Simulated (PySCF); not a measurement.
Input

```
{"job": {"kind": "nmr", "xc": "PBE0", "basis": "pcSseg-1"}, "charge": 0, "multiplicity": 1}
C     -1.592506     2.493348     0.627536
N     -1.566743     1.056954     0.767322
C     -1.179583     0.230858    -0.222271
O     -0.825991     0.647958    -1.314867
C     -1.200269    -1.242967     0.117835
C      0.160477    -1.888624    -0.169685
C      1.293392    -1.292902     0.681656
Si     2.498687    -0.165858    -0.286199
O      1.796459     1.140032    -0.920551
H     -2.599044     2.877104     0.802529
H     -0.900498     2.960611     1.330007
H     -1.286096     2.731559    -0.389252
H     -1.844834     0.675983     1.657516
H     -1.476299    -1.394551     1.163527
H     -1.957988    -1.716570    -0.512216
H      0.375937    -1.766138    -1.232751
H      0.069763    -2.960514     0.021211
H      0.864232    -0.747877     1.524814
H      1.869260    -2.105907     1.124041
H      3.106493    -0.998852    -1.330083
H      3.484883     0.394390     0.633509
H      0.899858     1.091348    -1.282715
```

Launched as:

```sh
OMP_NUM_THREADS=1 python probes_run.py task.json out
```

Geometry: GFN2-xTB.

Computed with PBE0/pcSseg-1, SCF density, gas phase, non-relativistic in PySCF.

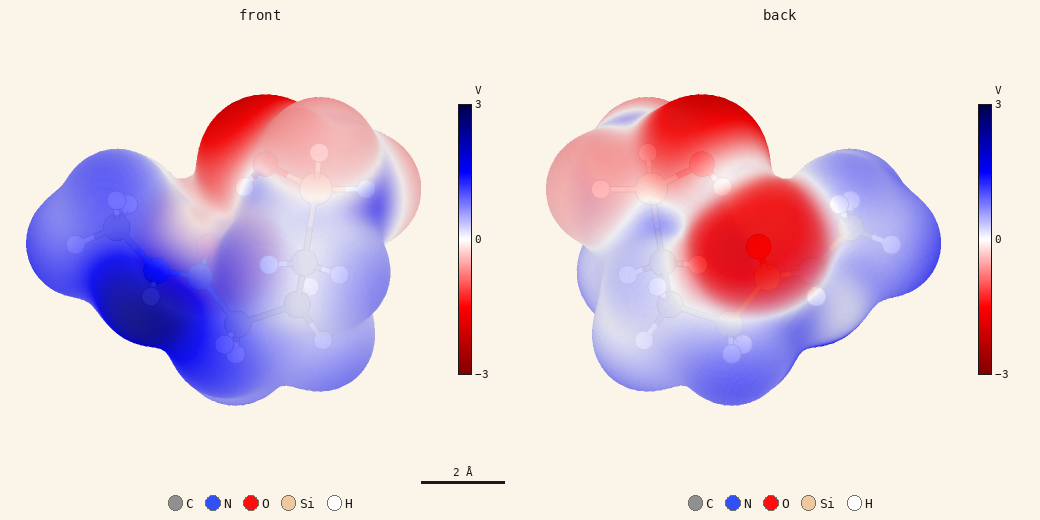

C5H13NO2Si. The molecular electrostatic potential painted on the density surface at 0.002 e/bohr³, seen from the front and from behind; the colour scale runs from red (negative) to blue (positive).

Describe the electrostatic potential map.

The most negative region (about −1.9 V) lies over O9, the most positive (about +2.4 V) over H13. O9 is the likeliest acceptor of a hydrogen bond.

How polar is the molecule by this calculation?

Its dipole moment is 5.16 D.
